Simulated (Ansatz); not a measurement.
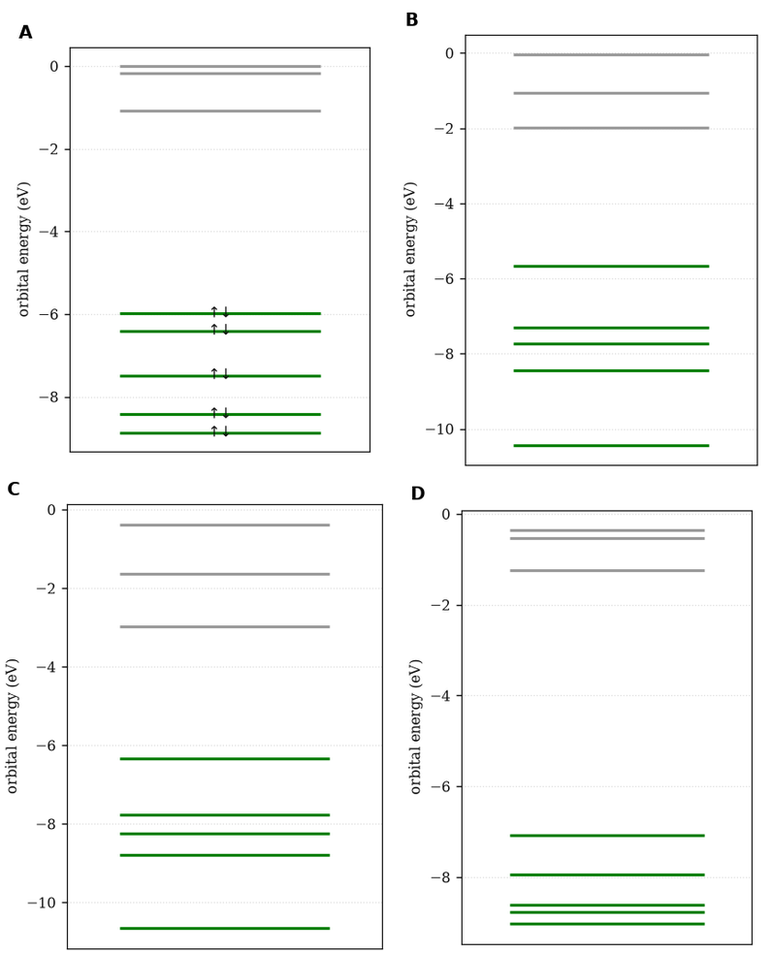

Kohn-Sham orbital energies near the frontier, LDA (SPW92)/def2-TZVPP in the Ansatz code 0.2.0, at a PBE0-D4/def2-TZVP geometry (a minimum by its frequencies), isolated molecule; empty levels in grey, levels within 0.03 eV side by side.

Question: Which panel belongs to which molecule?
1. CH₃GaO₂, SMILES O=[C](O)[GaH2], singlet
2. C₂H₅GeN, SMILES [CH]1=N[CH2][GeH2]1, singlet
3. CH₄ClFSi, SMILES F[C@@H]([SiH3])Cl
4. CH₆N₂OSi, SMILES N(=C(\N)O[SiH3])/[H]

Answer: A: 4 (HOMO −5.99 eV, LUMO −1.09 eV)
B: 2 (HOMO −5.66 eV, LUMO −1.98 eV)
C: 1 (HOMO −6.34 eV, LUMO −2.97 eV)
D: 3 (HOMO −7.07 eV, LUMO −1.23 eV)

Limits of at least one run: empty levels above zero depend strongly on the basis; no scalar relativity up to krypton; one conformer of a flexible molecule.
